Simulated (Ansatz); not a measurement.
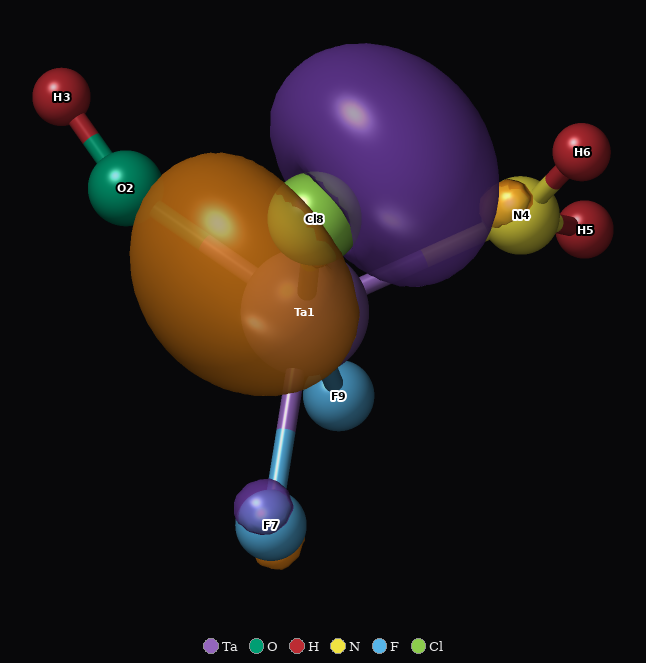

The picture shows: ClF2H3NOTa. The HOMO−1 at ±0.15 Å⁻³ᐟ² (orange and purple are the two phases), seen from one side.

Core potentials replace the inner electrons of Ta.

Computed with RHF/def2-SVP (Ansatz).

Input

```
crystal:
  periodic: [false, false, false]
  atoms:
    - { symbol: Ta, position_ang: [0.0, 0.0, 0.0] }
    - { symbol: O, position_ang: [2.02, 0.0, 0.0] }
    - { symbol: H, position_ang: [2.3571, -0.5308, 0.7903] }
    - { symbol: "N", position_ang: [0.0, 0.0, 2.16] }
    - { symbol: H, position_ang: [-0.2456, -0.8845, 2.69] }
    - { symbol: H, position_ang: [0.2456, 0.8845, 2.69] }
    - { symbol: F, position_ang: [0.0, 0.0, -1.93] }
    - { symbol: Cl, position_ang: [-1.235, 2.139, 0.0] }
    - { symbol: F, position_ang: [-0.965, -1.6714, 0.0] }
basis:
  gaussian: { orbitals: def2-SVP }
hamiltonian:
  xc: hf
relax:
  f_tol: 0.02
  max_steps: 40
output:
  orbitals: {}
```

Command:

```sh
ansatz run input.yaml --threads 2 --pin off --max-ram 3072MiB --backend cpu --events-out ev --progress --plain --runs-dir out
```

The fields are those of the run's last geometry, not of the input's.

### Describe this orbital and give its energy.

It lies mainly on Cl8 (about 90 %); largely a lone pair of Cl8. Its energy is −12.37 eV.
